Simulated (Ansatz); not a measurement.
**Geometry relaxation of GaPH6O (part 1 of 2)**

- system: GaPH6O
- method: RKS B3LYP-D4/def2-SVP (Ansatz 0.2.0)

The input holds or restrains some coordinates. It belongs to a series of runs on one base structure; here: pulled along the bonds that form and break, towards end A. Figures and captions count atoms from 1; the log counts them from 0 in places.

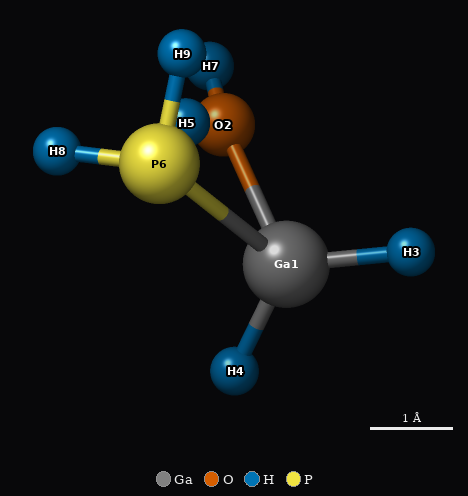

**Figure 1.** The structure as given in the input (ball-and-stick view, seen at a tilt; atoms are numbered from 1 in the order of the input). Sticks mark near contacts. Bond lengths as drawn: Ga–H 1.56 Å, Ga–O 2.19 Å, Ga–P 2.68 Å, H–O 0.96 Å and H–P 1.38 to 1.39 Å.

**Results in brief**

- outcome: converged under the restraints of the input
- total energy: −63802.4785 eV
- mean-field energy: −63802.2325 eV
- largest force (length of the vector) at the end, held atoms and coordinates included: 0.904 eV/Å
- hardware: 2 threads of Arm Neoverse V2, 24 GiB of memory available, shared host
- wall time: 25 s (CPU time 47 s)
- peak memory: 0.19 GiB

**The input**
```yaml
crystal:
  periodic: [false, false, false]
  atoms:
    - { symbol: Ga, position_ang: [-0.6615, 1.2111, -0.3096] }
    - { symbol: O, position_ang: [1.1977, 0.1608, -0.8145] }
    - { symbol: H, position_ang: [-1.5892, 1.2981, -1.5547] }
    - { symbol: H, position_ang: [-0.3469, 2.4451, 0.5828] }
    - { symbol: H, position_ang: [0.5114, -0.5517, -0.007] }
    - { symbol: P, position_ang: [-0.8394, -1.0504, 1.1085] }
    - { symbol: H, position_ang: [2.0024, -0.1816, -1.2064] }
    - { symbol: H, position_ang: [0.3065, -1.1697, 1.8774] }
    - { symbol: H, position_ang: [-0.5811, -2.1615, 0.3235] }
basis:
  gaussian: { orbitals: def2-SVP }
hamiltonian:
  xc: b3lyp
  dispersion: d4
relax:
  f_tol: 0.15
  max_steps: 25
  restrain:
    - { distance: [0, 5], at: 3.59, k: 30.0 }
    - { distance: [4, 1], at: 2.27, k: 30.0 }
    - { distance: [0, 1], at: 1.88, k: 30.0 }
    - { distance: [4, 5], at: 1.38, k: 30.0 }
output:
  orbitals: {}
```

Launch command:
```bash
ansatz run input.yaml --threads 2 --pin off --max-ram 3072MiB --backend cpu --events-out ev --progress --plain --runs-dir out
```

**Log**
```
The last accepted step is kept in [file] (removed where the run ends without a failure and the disk answers)
Engine: ansatz 0.2.0, aarch64-unknown-linux-gnu
Functional definition: B3LYP
  parameter a0 = 0.2
  parameter ax = 0.72
  parameter ac = 0.81
  exchange = (1 - a0 - ax)*slater_x + ax*b88_x + a0*exact_x
  correlation = (1 - ac)*vwn_rpa_c + ac*lyp_c
982 factors; integrals over basis functions are off by at most 2.3e-4 eV
mean field evaluation 1: about -63795.6001 eV, gradient 5.5e1 eV
mean field evaluation 2: about -63774.9975 eV, gradient 1.2e2 eV
mean field evaluation 4: about -63800.8330 eV, gradient 7.1e0 eV
mean field evaluation 8: about -63800.9146 eV, gradient 6.9e-2 eV
mean field -63800.91458688 eV, -2344.6403652546 hartree, gradient 7.5e-5 eV, S^2 0.000000; 0 other end points of the search recorded, 0 dependent functions left out
the calculation of the forces begins
reference -63800.91484090 eV, -2344.6403745899 hartree; 30, 30 occupied and 64, 64 virtual orbitals, 982 factors
relax step   1: F+E_penalty+E_count = -63801.19880417 eV  Δ(F+E_penalty+E_count) = +0.000e0 eV  max|allowed force component| = 2.430e0 eV/Å  E_restraint = 31.74639540 eV  max|allowed force component, restraints' pulls added| = 2.543e1 eV/Å  Δτ_max = 0.0000 Å  (23 SCF iters, accepted)
  distance Ga 0 - P 5 = 2.6753 Å
  distance H 4 - O 1 = 1.2770 Å
  distance Ga 0 - O 1 = 2.1942 Å
  distance H 4 - P 5 = 1.8215 Å
these checks for a lower state are left out or cut short: starts, cluster_reference, orbital_swaps, neighbouring_geometries, increment
982 factors; integrals over basis functions are off by at most 5.1e-4 eV
mean field evaluation 16: about -63800.3267 eV, gradient 1.0e0 eV
mean field -63800.33344850 eV, -2344.6190088130 hartree, gradient 5.4e-5 eV, S^2 0.000000; 0 other end points of the search recorded, 0 dependent functions left out
[... from here on the field's lines of each further geometry are left out, up to the last ...]
relax step   2: F+E_penalty+E_count = -63800.61289057 eV  Δ(F+E_penalty+E_count) = +5.859e-1 eV  max|allowed force component| = 2.526e0 eV/Å  E_restraint = 16.01314033 eV  max|allowed force component, restraints' pulls added| = 1.863e1 eV/Å  Δτ_max = 0.1948 Å  (30 SCF iters, accepted)
relax step   3: F+E_penalty+E_count = -63800.59166015 eV  Δ(F+E_penalty+E_count) = +2.123e-2 eV  max|allowed force component| = 2.659e0 eV/Å  E_restraint = 5.88639655 eV  max|allowed force component, restraints' pulls added| = 1.018e1 eV/Å  Δτ_max = 0.1949 Å  (30 SCF iters, accepted)
relax step   4: F+E_penalty+E_count = -63800.98780878 eV  Δ(F+E_penalty+E_count) = -3.961e-1 eV  max|allowed force component| = 2.252e0 eV/Å  E_restraint = 0.79958421 eV  max|allowed force component, restraints' pulls added| = 3.552e0 eV/Å  Δτ_max = 0.1948 Å  (28 SCF iters, accepted)
relax step   5: F+E_penalty+E_count = -63801.77093073 eV  Δ(F+E_penalty+E_count) = -7.831e-1 eV  max|allowed force component| = 1.891e0 eV/Å  E_restraint = 0.06198668 eV  max|allowed force component, restraints' pulls added| = 1.274e0 eV/Å  Δτ_max = 0.1921 Å  (27 SCF iters, accepted)
relax step   6: F+E_penalty+E_count = -63802.12034289 eV  Δ(F+E_penalty+E_count) = -3.494e-1 eV  max|allowed force component| = 1.105e0 eV/Å  E_restraint = 0.04878673 eV  max|allowed force component, restraints' pulls added| = 6.306e-1 eV/Å  Δτ_max = 0.1999 Å  (28 SCF iters, accepted)
relax step   7: F+E_penalty+E_count = -63802.33684812 eV  Δ(F+E_penalty+E_count) = -2.165e-1 eV  max|allowed force component| = 8.522e-1 eV/Å  E_restraint = 0.03608456 eV  max|allowed force component, restraints' pulls added| = 5.973e-1 eV/Å  Δτ_max = 0.2000 Å  (29 SCF iters, accepted)
relax step   8: F+E_penalty+E_count = -63802.32535012 eV  Δ(F+E_penalty+E_count) = +1.150e-2 eV  max|allowed force component| = 2.021e0 eV/Å  E_restraint = 0.02223067 eV  max|allowed force component, restraints' pulls added| = 1.891e0 eV/Å  Δτ_max = 0.1911 Å  (27 SCF iters, accepted)
relax step   9: F+E_penalty+E_count = -63802.44578945 eV  Δ(F+E_penalty+E_count) = -1.204e-1 eV  max|allowed force component| = 7.139e-1 eV/Å  E_restraint = 0.02498581 eV  max|allowed force component, restraints' pulls added| = 2.288e-1 eV/Å  Δτ_max = 0.2000 Å  (27 SCF iters, accepted)
relax step  10: F+E_penalty+E_count = -63802.46799026 eV  Δ(F+E_penalty+E_count) = -2.220e-2 eV  max|allowed force component| = 7.702e-1 eV/Å  E_restraint = 0.02682162 eV  max|allowed force component, restraints' pulls added| = 4.484e-1 eV/Å  Δτ_max = 0.2000 Å  (26 SCF iters, accepted)
relax step  11: F+E_penalty+E_count = -63802.47526955 eV  Δ(F+E_penalty+E_count) = -7.279e-3 eV  max|allowed force component| = 7.539e-1 eV/Å  E_restraint = 0.03308790 eV  max|allowed force component, restraints' pulls added| = 7.331e-1 eV/Å  Δτ_max = 0.1945 Å  (27 SCF iters, accepted)
the calculation of the forces begins
reference -63802.23248764 eV, -2344.6887972143 hartree; 30, 30 occupied and 64, 64 virtual orbitals, 982 factors
relax step  12: F+E_penalty+E_count = -63802.47825265 eV  Δ(F+E_penalty+E_count) = -2.983e-3 eV  max|allowed force component| = 6.850e-1 eV/Å  E_restraint = 0.01990807 eV  max|allowed force component, restraints' pulls added| = 7.286e-2 eV/Å  Δτ_max = 0.1348 Å  (26 SCF iters, accepted)
  distance Ga 0 - P 5 = 3.5870 Å
  distance H 4 - O 1 = 2.2770 Å
  distance Ga 0 - O 1 = 1.8511 Å
  distance H 4 - P 5 = 1.4008 Å
982 factors; integrals over basis functions are off by at most 5.0e-4 eV
mean field evaluation 96: about -63802.2319 eV, gradient 3.5e-1 eV
```

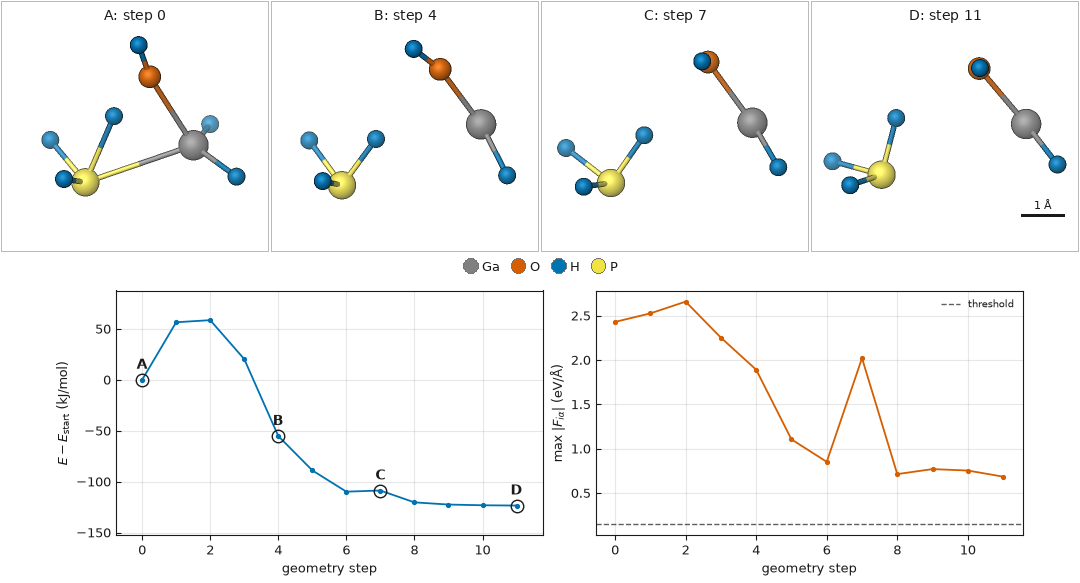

**Figure 2.** Frames of the restrained relaxation (ball-and-stick view, seen at a tilt) above the curves, on which the letters mark them (the first geometry is step 0 here and step 1 in the log).

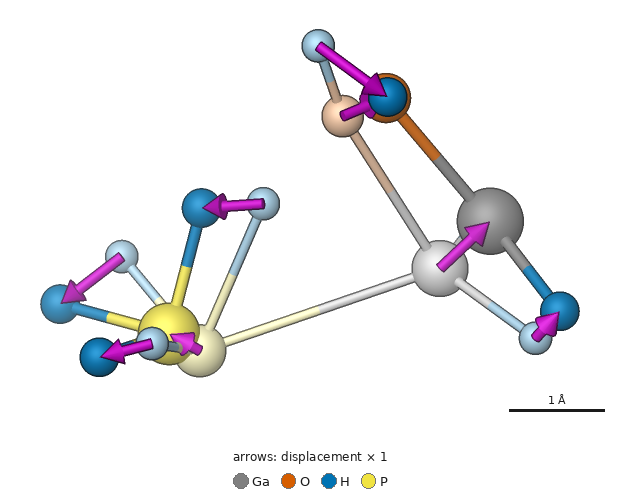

**Figure 3.** Start (faint) and end (solid) with the displacements as pink arrows, at true length (ball-and-stick view, seen at a tilt). The two geometries are laid on each other by the best rigid fit. The largest move after the best rigid fit is that of H7, 0.92 Å. Largest moves by element: H 0.92 Å, Ga 0.73 Å, O 0.56 Å, P 0.40 Å. Among the contacts that change: Ga1–P6 2.675 → 3.587 Å, H5–P6 1.821 → 1.401 Å, Ga1–O2 2.194 → 1.851 Å, P6–H9 1.385 → 1.427 Å. New bonds form: H5–P6 (1.82 → 1.40 Å). Among the angles that change: Ga1–O2–H7 167.6° → 113.2°, H5–P6–H9 74.6° → 96.2°, H5–P6–H8 75.5° → 96.1°. The energy falls by 123.4 kJ/mol in 11 geometry steps. The largest force component goes from 2.4 to 0.69 eV/Å. (Atoms are counted from 1 in the order of the input.)

```
mean field -63802.23222513 eV, -2344.6887875673 hartree, gradient 1.8e-5 eV, S^2 0.000000; 1 other end points of the search recorded, 0 dependent functions left out
the calculation of the forces begins
reference -63802.23248764 eV, -2344.6887972143 hartree; 30, 30 occupied and 64, 64 virtual orbitals, 982 factors
Total energy: -63802.47851515 eV, -2344.6978385587 hartree
Atom 0 at    -0.306543     1.686202    -0.751736 Å, force     0.685043    -0.578332    -0.082696 eV/Å
Atom 1 at     1.260388     0.708200    -0.872681 Å, force    -0.665943     0.611252    -0.029971 eV/Å
Atom 2 at    -1.357340     1.459511    -1.895105 Å, force     0.017694     0.032623     0.019440 eV/Å
Atom 3 at    -0.328087     2.642596     0.476393 Å, force     0.009670     0.001545     0.016376 eV/Å
Atom 4 at     0.619863    -0.935846     0.566622 Å, force     0.480619    -0.005400    -0.153599 eV/Å
Atom 5 at    -0.588277    -1.344903     1.145608 Å, force    -0.546234    -0.044370     0.223074 eV/Å
Atom 6 at     1.314454     0.172317    -1.675496 Å, force    -0.013081     0.003156    -0.000538 eV/Å
Atom 7 at    -0.033741    -1.723427     2.403293 Å, force     0.003160    -0.013049     0.012417 eV/Å
Atom 8 at    -0.580817    -2.664450     0.603100 Å, force     0.029072    -0.007425    -0.004504 eV/Å
Dipole moment:    -0.059582    -0.142159    -0.196228 e Å
```

**Trajectory as extended XYZ (Å, eV, eV/Å), 12 frames, from step=1 to step=12**
```
9
Properties=species:S:1:pos:R:3:forces:R:3 step=1 energy=-63801.19880
Ga   -0.6615    1.2111   -0.3096    0.8675  -0.8469  -0.0711
O     1.1977    0.1608   -0.8145   -2.4299  -0.4403   1.9070
H    -1.5892    1.2981   -1.5547   -0.0970  -0.3116  -0.1149
H    -0.3469    2.4451    0.5828    0.1570  -0.0701   0.2811
H     0.5114   -0.5517   -0.0070    1.5608   1.0062  -1.5141
P    -0.8394   -1.0504    1.1085   -1.0672   1.3712  -0.1692
H     2.0024   -0.1816   -1.2064    0.2421  -0.0710  -0.2518
H     0.3065   -1.1697    1.8774    0.7089   0.0396   0.5610
H    -0.5811   -2.1615    0.3235    0.0579  -0.6772  -0.6279
```
